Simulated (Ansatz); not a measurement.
## AlO4: one change and its effect

System: AlO4, charge −1.
Method of the first run: RKS r2SCAN-D4/def2-TZVPPD (Ansatz 0.2.0).

Text and figures count atoms from 1; the logs count them from 0 in places.

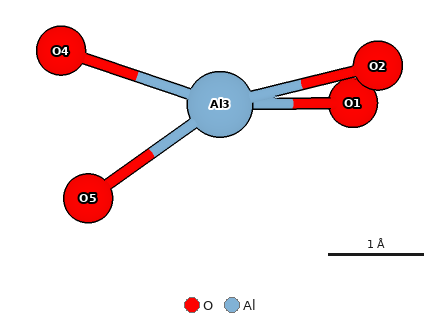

Fig. 1: The structure as given in the input (ball-and-stick view, seen at a tilt; atoms are numbered from 1 in the order of the input). Sticks mark near contacts. Bond lengths as drawn: Al–O 1.77 Å.

### Input, the first run
```yaml
crystal:
  periodic: [false, false, false]
  atoms:
    - { symbol: O, position_ang: [1.588803, -0.51950278, -0.58829172] }
    - { symbol: O, position_ang: [1.56405728, 0.56369667, 0.61322432] }
    - { symbol: Al, position_ang: [-1.165e-05, -6.53e-05, -2.277e-05] }
    - { symbol: O, position_ang: [-1.58061612, 0.57945821, -0.55324283] }
    - { symbol: O, position_ang: [-1.5722925, -0.6238168, 0.52825302] }
total_charge: -1
basis:
  gaussian: { orbitals: def2-TZVPPD.json }
hamiltonian:
  xc: r2scan
  dispersion: d4
relax:
  f_tol: 0.002
  max_steps: 150
```

Launched with:
```bash
ansatz run input.yaml --threads 4 --pin off --max-ram 10240MiB --backend cpu --events-out ev --progress --plain --runs-dir out
```

Hardware: 4 threads of Intel Xeon @ 2.50GHz (Skylake/Cascade Lake), 189 GiB of memory available, shared host.

### Output, shortened to warnings, some set-up lines, iterations and results (the first run)
```
[...]
mean field evaluation 1: about -14781.8601 eV, gradient 3.4e1 eV
mean field evaluation 2: about -14777.3675 eV, gradient 6.1e1 eV
mean field evaluation 4: about -14783.9943 eV, gradient 9.5e-1 eV
mean field evaluation 8: about -14783.9826 eV, gradient 3.3e-1 eV
mean field evaluation 16: about -14783.9827 eV, gradient 9.6e-6 eV
relax step   1: F+E_penalty+E_count = -14784.00712500 eV  Δ(F+E_penalty+E_count) = +0.000e0 eV  max|allowed force component| = 7.138e-1 eV/Å  Δτ_max = 0.0000 Å  (28 SCF …
relax step   2: F+E_penalty+E_count = -14784.05019286 eV  Δ(F+E_penalty+E_count) = -4.307e-2 eV  max|allowed force component| = 4.257e-1 eV/Å  Δτ_max = 0.0167 Å  (31 SCF …
relax step   3: F+E_penalty+E_count = -14784.07212150 eV  Δ(F+E_penalty+E_count) = -2.193e-2 eV  max|allowed force component| = 3.053e-2 eV/Å  Δτ_max = 0.0239 Å  (32 SCF …
mean field evaluation 32: about -14784.0612 eV, gradient 3.7e-1 eV
relax step   4: F+E_penalty+E_count = -14784.07222117 eV  Δ(F+E_penalty+E_count) = -9.968e-5 eV  max|allowed force component| = 1.162e-3 eV/Å  Δτ_max = 0.0015 Å  (34 SCF …
1037 factors; their error is unknown
mean field -14784.04765938 eV, -543.3037304947 hartree, gradient 1.0e-5 eV, S^2 0.000000; 1 other end points of the search recorded, 0 dependent functions left out
the calculation of the forces begins
reference -14784.04767760 eV, -543.3037311643 hartree; 23, 23 occupied and 185, 185 virtual orbitals, 1037 factors
Total energy: -14784.07223939 eV, -543.3046337936 hartree
Atom 0 at     1.550560    -0.514061    -0.582463 Å, force     0.001148     0.000440     0.000211 eV/Å
Atom 1 at     1.526098     0.557176     0.606794 Å, force     0.001162    -0.000409    -0.000194 eV/Å
Atom 2 at    -0.000012    -0.000046    -0.000016 Å, force    -0.000000     0.000002     0.000001 eV/Å
Atom 3 at    -1.542471     0.573396    -0.547476 Å, force    -0.001150    -0.000460     0.000148 eV/Å
Atom 4 at    -1.534235    -0.616696     0.523081 Å, force    -0.001160     0.000427    -0.000166 eV/Å
Dipole moment:     0.000000    -0.000000    -0.000000 e Å
```

The input of the second run differs as follows (lines with − go, lines with + come):
```diff
-  xc: r2scan
+  xc: { name: B3LYP }
```

What does this change do to the results?

The total energies belong to different methods, so their difference says nothing on which is more stable or more accurate. The functional changes from r2SCAN to B3LYP.

### Output, shortened to warnings, some set-up lines, iterations and results (the second run)
```
[...]
mean field evaluation 1: about -14786.9196 eV, gradient 3.4e1 eV
mean field evaluation 2: about -14784.0239 eV, gradient 5.4e1 eV
mean field evaluation 4: about -14788.9966 eV, gradient 7.2e-1 eV
mean field evaluation 8: about -14789.0285 eV, gradient 3.2e-1 eV
mean field evaluation 16: about -14789.0286 eV, gradient 7.3e-5 eV
relax step   1: F+E_penalty+E_count = -14789.19598143 eV  Δ(F+E_penalty+E_count) = +0.000e0 eV  max|allowed force component| = 6.997e-1 eV/Å  Δτ_max = 0.0000 Å  (32 SCF …
relax step   2: F+E_penalty+E_count = -14789.23828826 eV  Δ(F+E_penalty+E_count) = -4.231e-2 eV  max|allowed force component| = 4.160e-1 eV/Å  Δτ_max = 0.0162 Å  (35 SCF …
mean field evaluation 32: about -14789.0898 eV, gradient 9.7e-6 eV
relax step   3: F+E_penalty+E_count = -14789.25981804 eV  Δ(F+E_penalty+E_count) = -2.153e-2 eV  max|allowed force component| = 2.871e-2 eV/Å  Δτ_max = 0.0231 Å  (35 SCF …
relax step   4: F+E_penalty+E_count = -14789.25990602 eV  Δ(F+E_penalty+E_count) = -8.799e-5 eV  max|allowed force component| = 9.890e-4 eV/Å  Δτ_max = 0.0014 Å  (37 SCF …
1044 factors; their error is unknown
mean field -14789.09003689 eV, -543.4890344505 hartree, gradient 1.1e-5 eV, S^2 0.000000; 1 other end points of the search recorded, 0 dependent functions left out
the calculation of the forces begins
reference -14789.09028778 eV, -543.4890436704 hartree; 23, 23 occupied and 185, 185 virtual orbitals, 1044 factors
Total energy: -14789.26015691 eV, -543.4952862459 hartree
Atom 0 at     1.552092    -0.513064    -0.581425 Å, force     0.000988     0.000085    -0.000167 eV/Å
Atom 1 at     1.527675     0.556223     0.605781 Å, force     0.000984    -0.000057     0.000182 eV/Å
Atom 2 at    -0.000012    -0.000046    -0.000016 Å, force    -0.000000    -0.000000    -0.000000 eV/Å
Atom 3 at    -1.544017     0.572297    -0.546571 Å, force    -0.000983    -0.000066    -0.000188 eV/Å
Atom 4 at    -1.535797    -0.615641     0.522151 Å, force    -0.000989     0.000039     0.000174 eV/Å
Dipole moment:    -0.000000     0.000000     0.000000 e Å
```

### The two runs side by side

| quantity | the first run | the second run |
| --- | --- | --- |
| outcome | converged | converged |
| total energy (hartree) | −543.304634 | −543.495286 |
| largest force (eV/Å) | 0.001 | 0.001 |
| basis functions | 208 | 208 |
| wall time (shared host) | 27 s | 28 s |
